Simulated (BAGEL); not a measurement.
# GaH5S (SMILES [SH2+][GaH3-]): B3LYP/6-31G(d) (density fitting with qzvpp-jkfit, spherical functions)

What is the energy change on altering one bond length of GaH5S at B3LYP/6-31G* (density fitting with qzvpp-jkfit, spherical functions)? 

The results are computed with BAGEL 1.2.2.

6 further runs of the same task are left out: 5 that didn't finish, 1 set aside as unsound or not needed.

## 1. Starting point

GaH5S: 7 atoms, total charge 0, spin state singlet. As SMILES, `[SH2+][GaH3-]`. The shape is that of a PBE0-D4/def2-TZVP optimisation.

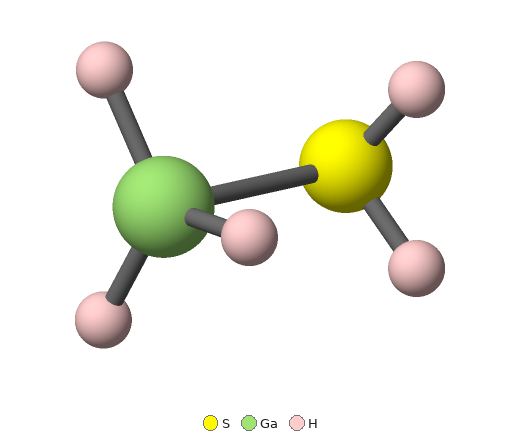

Viewed from a chosen angle; sulfur yellow, gallium green, hydrogen pink.

## 2. The energy at B3LYP/6-31G(d) (density fitting with qzvpp-jkfit, spherical functions)

calc.json reads:

```json
{ "bagel": [

{
  "title": "molecule",
  "basis": "6-31gs.json",
  "df_basis": "qzvpp-jkfit",
  "angstrom": "true",
  "geometry": [
    { "atom": "S", "xyz": [      -0.794500,      -1.301600,       0.079900 ] },
    { "atom": "Ga", "xyz": [       0.181600,       1.099400,      -0.113700 ] },
    { "atom": "H", "xyz": [      -0.081600,      -1.698200,       1.147200 ] },
    { "atom": "H", "xyz": [       0.042100,      -1.903600,      -0.781700 ] },
    { "atom": "H", "xyz": [      -0.401300,       1.363700,      -1.552200 ] },
    { "atom": "H", "xyz": [      -0.587500,       1.657800,       1.141400 ] },
    { "atom": "H", "xyz": [       1.702400,       0.714400,       0.033400 ] }
  ]
},

{ "title": "ks", "xc_func": "b3lyp" },

{ "title": "print", "file": "orbitals.molden", "orbitals": "true" }

]}
```

The basis set 6-31G* is read from a file made from the Basis Set Exchange's data (not shown).

The run is started by

```console
BAGEL_NUM_THREADS=1 BAGEL calc.json > calc.out
```

The log of the run:

```text
* using 1 threads per process

  ===============================================================
  ===============================================================

  *** Geometry ***

  { "atom" : "S", "xyz" : [     -1.501387,     -2.459668,      0.150989 ] },
  { "atom" : "Ga", "xyz" : [      0.343174,      2.077565,     -0.214862 ] },
  { "atom" : "H", "xyz" : [     -0.154202,     -3.209133,      2.167894 ] },
  { "atom" : "H", "xyz" : [      0.079557,     -3.597283,     -1.477199 ] },
  { "atom" : "H", "xyz" : [     -0.758347,      2.577020,     -2.933233 ] },
  { "atom" : "H", "xyz" : [     -1.110214,      3.132788,      2.156933 ] },
  { "atom" : "H", "xyz" : [      3.217070,      1.350020,      0.063117 ] },

  Number of auxiliary basis functions:      484

  Since a DF basis is specified, we compute 2- and 3-index integrals:
    o Being stored without compression. Storage requirement is 0.014 GB

  Number of basis functions:       60
  Number of electrons      :       52

    * METHOD: MOLECULE                             0.19

  *** Kohn-Sham DFT ***

    * Removing 10503 points whose weight is below 1.00e-10
    * Grid points: 93839

  === Nuclear Repulsion ===
   165.2677854440

       - DIIS with orbital gradients will be used.

  === KS iteration (b3lyp / 6-31gs.json) ===
      0      -2262.90601474          0.12123878           0.23
      1      -2027.24447681          0.17562156           0.21
      2      -2104.25659182          0.09791292           0.21
      3      -2205.96641284          0.14363316           0.21
      4      -2306.44147649          0.12492932           0.22
      5      -2323.95368506          0.04855438           0.21
      6      -2316.32354776          0.21779048           0.21
      7      -2267.93588676          0.38005874           0.21
      8      -2315.01390177          0.10553045           0.21
      9      -2325.44273159          0.03905792           0.21
     10      -2325.77932255          0.00628399           0.21
     11      -2325.78609430          0.00347594           0.21
     12      -2325.78990528          0.00047436           0.21
     13      -2325.78998154          0.00008841           0.21
     14      -2325.78998491          0.00001859           0.21
     15      -2325.78998510          0.00000308           0.21
     16      -2325.78998511          0.00000054           0.21
     17      -2325.78998511          0.00000013           0.21
     18      -2325.78998511          0.00000003           0.21
     19      -2325.78998511          0.00000001           0.21
    * SCF iteration converged.

    * Permanent dipole moment:
           (   -0.046823,     1.376079,    -0.150054) a.u.

    * METHOD: KS                                   4.56

    * METHOD: PRINT                                0.01

  ===============================================================
```

Run time: 5.1 s. Hardware: 1 thread of Arm Neoverse V2, shared host; peak memory 0.32 GiB.

## 3. The distorted shape

job.json reads:

```json
{ "bagel" : [

{
  "title" : "molecule",
  "basis" : "6-31gs.json",
  "df_basis" : "qzvpp-jkfit",
  "angstrom" : true,
  "geometry" : [
    { "atom" : "S", "xyz" : [   -2.011156,   -0.993596,   -0.037782 ] },
    { "atom" : "Ga", "xyz" : [   -1.035056,    1.407404,   -0.231382 ] },
    { "atom" : "H", "xyz" : [   -1.298256,   -1.390196,    1.029518 ] },
    { "atom" : "H", "xyz" : [   -1.174556,   -1.595596,   -0.899382 ] },
    { "atom" : "H", "xyz" : [   -1.617956,    1.671704,   -1.669882 ] },
    { "atom" : "H", "xyz" : [   -1.804156,    1.965804,    1.023718 ] },
    { "atom" : "H", "xyz" : [    1.702400,    0.714400,    0.033400 ] }
  ]
},
{
  "title" : "ks",
  "xc_func" : "b3lyp"
},
{
  "title" : "print",
  "file" : "orbitals.molden",
  "orbitals" : true
}

]}
```

The basis set 6-31G* is read from a file made from the Basis Set Exchange's data (not shown).

The run is started by

```console
BAGEL_NUM_THREADS=1 BAGEL job.json > job.out
```

The log of the run:

```text
* using 1 threads per process

  ===============================================================
  ===============================================================

  *** Geometry ***

  { "atom" : "S", "xyz" : [     -3.800534,     -1.877624,     -0.071398 ] },
  { "atom" : "Ga", "xyz" : [     -1.955972,      2.659608,     -0.437249 ] },
  { "atom" : "H", "xyz" : [     -2.453348,     -2.627090,      1.945507 ] },
  { "atom" : "H", "xyz" : [     -2.219589,     -3.015239,     -1.699586 ] },
  { "atom" : "H", "xyz" : [     -3.057494,      3.159063,     -3.155620 ] },
  { "atom" : "H", "xyz" : [     -3.409361,      3.714831,      1.934547 ] },
  { "atom" : "H", "xyz" : [      3.217070,      1.350020,      0.063117 ] },

  Number of auxiliary basis functions:      484

  Since a DF basis is specified, we compute 2- and 3-index integrals:
    o Being stored without compression. Storage requirement is 0.014 GB

  Number of basis functions:       60
  Number of electrons      :       52

    * METHOD: MOLECULE                             0.19

  *** Kohn-Sham DFT ***

    * Removing 9829 points whose weight is below 1.00e-10
    * Grid points: 94513

  === Nuclear Repulsion ===
   159.9061615517

       - DIIS with orbital gradients will be used.

  === KS iteration (b3lyp / 6-31gs.json) ===
      0      -2262.10000674          0.12021751           0.24
      1      -2041.58821371          0.17190379           0.22
      2      -2103.65143756          0.09773059           0.22
      3      -2207.10712391          0.14201720           0.22
      4      -2307.62669277          0.14279478           0.21
      5      -2323.13009374          0.07297522           0.22
      6      -2320.17507523          0.05891252           0.21
      7      -2269.87915840          0.27913976           0.22
      8      -2308.76140442          0.09707116           0.22
      9      -2325.60374267          0.01669890           0.22
     10      -2325.65349829          0.00783672           0.22
     11      -2325.65527632          0.00719786           0.24
     12      -2325.68892767          0.00228973           0.22
     13      -2325.69157553          0.00049060           0.22
     14      -2325.69170767          0.00008112           0.22
     15      -2325.69171120          0.00002112           0.22
     16      -2325.69171136          0.00000982           0.22
     17      -2325.69171139          0.00000446           0.22
     18      -2325.69171139          0.00000187           0.22
     19      -2325.69171139          0.00000032           0.22
     20      -2325.69171139          0.00000003           0.22
     21      -2325.69171139          0.00000001           0.22
    * SCF iteration converged.

    * Permanent dipole moment:
           (    1.085556,     1.233028,    -0.056159) a.u.

    * METHOD: KS                                   5.12

    * METHOD: PRINT                                0.01

  ===============================================================
```

It took 5.7 s on 1 thread of Arm Neoverse V2, shared host; peak memory 0.32 GiB.

## 4. What came out

Level: B3LYP/6-31G* (density fitting with qzvpp-jkfit, spherical functions).

| quantity | value |
| --- | --- |
| first shape: total energy | -2325.78999 Eh |
| first shape: dipole moment | 3.52 D |
| first shape: HOMO energy | -7.66 eV |
| first shape: LUMO energy | -0.48 eV |
| first shape: HOMO–LUMO gap | 7.18 eV |
| distorted shape: total energy | -2325.69171 Eh |
| distorted shape: dipole moment | 4.18 D |
| distorted shape: HOMO energy | -5.68 eV |
| distorted shape: LUMO energy | -1.98 eV |
| distorted shape: HOMO–LUMO gap | 3.70 eV |
| energy change with the Ga2–H7 bond stretched from 1.576 to 2.836 Å | 2.674 eV |

**Reading.** One bond (distorted shape) is far stretched, which a spin-restricted single reference describes badly; a broken-symmetry solution may lie lower. With the Ga2–H7 bond stretched from 1.576 to 2.836 Å the energy rises by 2.67 eV (62 kcal/mol). The first shape isn't relaxed at this level, so the change isn't measured from a minimum. A restricted reference can't describe the breaking bond well at this length.
